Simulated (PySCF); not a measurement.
# singlet SnH2Cl+ at 4 levels

We compute a comparison of 4 runs (B2PLYP/STO-6G, M06-2X/STO-6G, wB97X-V/STO-6G, NEVPT2(2,2)/STO-6G) of singlet SnH2Cl+. The job is set up through a Python script.

The calculation is run with PySCF 2.14.0.

4 further runs of the same task are left out: 4 set aside as unsound or not needed.

### 1 The molecule

SnH2Cl+: 4 atoms, total charge +1, spin state singlet. SMILES of the parent species: `[Cl][SnH2]`. Geometry: relaxed at PBE0-D4/def2-TZVP. That shape belongs to the parent species and isn't relaxed for this state.

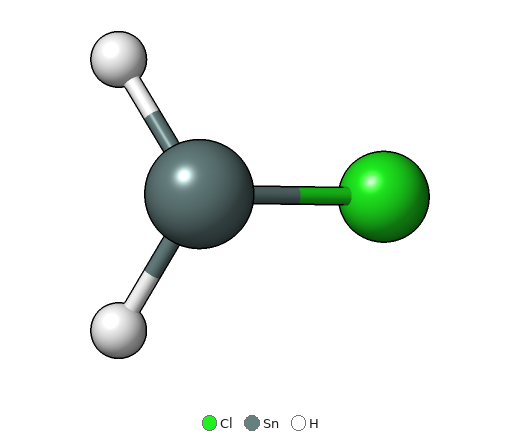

Viewed from a chosen angle; chlorine green, tin teal, hydrogen white.

### 2 A single-point energy at B2PLYP/STO-6G (run 1)

The input, mol.xyz:

```xyz
4

Cl    -1.882600     0.398400    -0.585000
Sn     0.380000    -0.179600    -0.397100
H      0.412500    -1.500000     0.709600
H      1.145500     1.221000     0.252100
```

The input, input.py:

```python
from pyscf import gto, dft, mp

mol = gto.Mole()
mol.atom = 'mol.xyz'
mol.verbose = 3
mol.basis = 'sto-6g'
mol.max_memory = 1860
mol.charge = 1
mol.build()

myscf = dft.RKS(mol)
myscf.xc = '0.53*HF + 0.47*B88, 0.73*LYP'
myscf.grids.level = 5
myscf.conv_tol = 1e-10
myscf.kernel()
if not myscf.converged:
    myscf = myscf.newton().run(myscf.mo_coeff, myscf.mo_occ)

pt = mp.MP2(myscf, frozen=23).run()
energy = myscf.e_tot + 0.27 * pt.e_corr
print('PT2 part  %.8f' % (0.27 * pt.e_corr))
print('E(%s) = %.9f' % ('B2PLYP', energy))
```

Command:

```bash
OMP_NUM_THREADS=1 python input.py
```

Output:

```text
converged SCF energy = -6455.38308061915
E(RMP2) = -6455.44878685733  E_corr = -0.0657062381775428
E(SCS-RMP2) = -6455.45618048549  E_corr = -0.0730998663387157
PT2 part  -0.01774068
E(B2PLYP) = -6455.400821303
```

It took 7.2 s on 1 thread of Arm Neoverse V1, shared host; peak memory 0.28 GiB.

### 3 A single-point energy at M06-2X/STO-6G (run 2)

The input, run.py:

```python
from pyscf import gto, dft

mol = gto.M(
    atom='''
Cl    -3.557598     0.752867    -1.105490
Sn     0.718096    -0.339395    -0.750410
H      0.779512    -2.834589     1.340950
H      2.164681     2.307356     0.476400
''',
    max_memory=1860,
    spin=0,
    verbose=3,
    unit='bohr',
    basis='sto-6g',
    charge=1,
)

myscf = dft.RKS(mol, xc='m06-2x')
myscf.conv_tol = 1e-10
myscf.grids.level = 5
myscf.kernel()
if not myscf.converged:
    myscf = myscf.newton().run(myscf.mo_coeff, myscf.mo_occ)

energy = myscf.e_tot
print('E = %.10f Eh' % energy)
```

Command:

```bash
OMP_NUM_THREADS=1 python run.py
```

Output:

```text
converged SCF energy = -6456.25961611414
E = -6456.2596161141 Eh
```

It took 9 s on 1 thread of Arm Neoverse V1, shared host; peak memory 0.28 GiB.

### 4 The energy at wB97X-V/STO-6G (run 3)

mol.xyz, as its differences from that of step 2:

```diff
@@ -1,3 +1,3 @@
 4
-
+ClH2Sn
 Cl    -1.882600     0.398400    -0.585000
```

The input, input.py:

```python
from pyscf import gto, dft

mol = gto.M(
    atom='mol.xyz',
    spin=0,
    basis='sto-6g',
    verbose=3,
    charge=1,
    max_memory=1860,
)

myscf = dft.RKS(mol, xc='wb97x-v')
myscf.nlcgrids.level = 1
myscf.conv_tol = 1e-10
myscf.grids.level = 5
myscf.kernel()
if not myscf.converged:
    myscf = myscf.newton().run(myscf.mo_coeff, myscf.mo_occ)

etot = myscf.e_tot
print('E = %.10f Eh' % etot)
```

Command:

```bash
OMP_NUM_THREADS=1 python input.py
```

Output:

```text
converged SCF energy = -6455.74870947964
E = -6455.7487094796 Eh
```

It took 41 s on 1 thread of Arm Neoverse V1, shared host; peak memory 0.28 GiB.

### 5 The energy at NEVPT2(2,2)/STO-6G (run 4)

The input, calc.py:

```python
import numpy
from pyscf import gto, scf, mp, mcscf, mrpt

system = gto.M(
    atom='Cl -1.882600 0.398400 -0.585000; Sn 0.380000 -0.179600 -0.397100; H 0.412500 -1.500000 0.709600; H 1.145500 1.221000 0.252100',
    spin=0,
    max_memory=1860,
    verbose=3,
    basis='sto-6g',
    charge=1,
)

myscf = scf.RHF(system)
myscf.conv_tol = 1e-10
myscf.kernel()
if not myscf.converged:
    myscf = myscf.newton().run(myscf.mo_coeff, myscf.mo_occ)

pt = mp.MP2(scf.addons.convert_to_uhf(myscf)).run()
noons, natorbs = mcscf.addons.make_natural_orbitals(pt)
print('natural occupations', numpy.round(noons[:40], 4))
cas = mcscf.CASSCF(myscf, 2, 2)
cas.fix_spin_(ss=0.0)
cas.natorb = True
cas.kernel(natorbs)
e_pt2 = mrpt.NEVPT(cas).kernel()
etot = cas.e_tot + e_pt2
print('Final energy', etot)
```

Command:

```bash
OMP_NUM_THREADS=1 python calc.py
```

Output:

```text
converged SCF energy = -6453.29398795255
E(UMP2) = -6453.33792910002  E_corr = -0.0439411474697017
E(SCS-UMP2) = -6453.34363981378  E_corr = -0.0496518612279947
natural occupations [2.     2.     2.     2.     2.     2.     2.     2.     2.     2.
 2.     2.     2.     2.     2.     2.     2.     2.     2.     2.
 2.     2.     2.     2.     1.9999 1.9999 1.9999 1.9998 1.9994 1.9987
 1.9935 1.984  1.9818 1.9808 0.0256 0.0145 0.0135 0.0089]
CASSCF energy = -6453.30604133063
CASCI E = -6453.30604133063  E(CI) = -1.77651016301479  S^2 = 0.0000000
Sr    (-1)',   E = 0.00000000000044
Si    (+1)',   E = -0.00000000000575
Sijrs (0)  ,   E = -0.02367829686759
Sijr  (+1) ,   E = -0.00279718761252
Srsi  (-1) ,   E = -0.00100886900079
Srs   (-2) ,   E = -0.00008791952194
Sij   (+2) ,   E = -0.00077448585833
Sir   (0)' ,   E = -0.00646924241586
Nevpt2 Energy = -0.034816001282339
Final energy -6453.340857331916
```

It took 3.6 s on 1 thread of Arm Neoverse V1, shared host; peak memory 0.13 GiB.

### 6 All runs side by side

```tsv
run	level	frozen core orbitals	nlc grid	energy (Eh)	HOMO energy (eV)	LUMO energy (eV)	HOMO–LUMO gap (eV)	wall time
1	B2PLYP/STO-6G	23	–	-6455.400821	-14.21	-8.18	6.03	7.2 s
2	M06-2X/STO-6G	–	–	-6456.259616	-14.39	-8.67	5.72	9 s
3	wB97X-V/STO-6G	–	1	-6455.748709	-15.37	-7.21	8.16	41 s
4	NEVPT2(2,2)/STO-6G	–	–	-6453.340857	-16.07	-5.96	10.11	3.6 s
```

### 7 Summary of results

```
                                    quantity           value
                         run 4: total energy  -6453.34086 Eh
  run 4: HOMO energy (Hartree–Fock orbitals)       -16.07 eV
  run 4: LUMO energy (Hartree–Fock orbitals)        -5.96 eV
run 4: HOMO–LUMO gap (Hartree–Fock orbitals)        10.11 eV
```

In words: Over runs 1, 2, 3 the HOMO–LUMO gap runs from 5.72 eV (M06-2X/STO-6G) to 8.16 eV (wB97X-V/STO-6G). Totals of different functionals can't be ranked against each other. In runs 1, 2, 3, 4 the basis is minimal, so the values are rough. In runs 1, 2, 3, 4 relativity is left out where basis or elements ask for it. All runs together took 61 s, the longest 41 s.
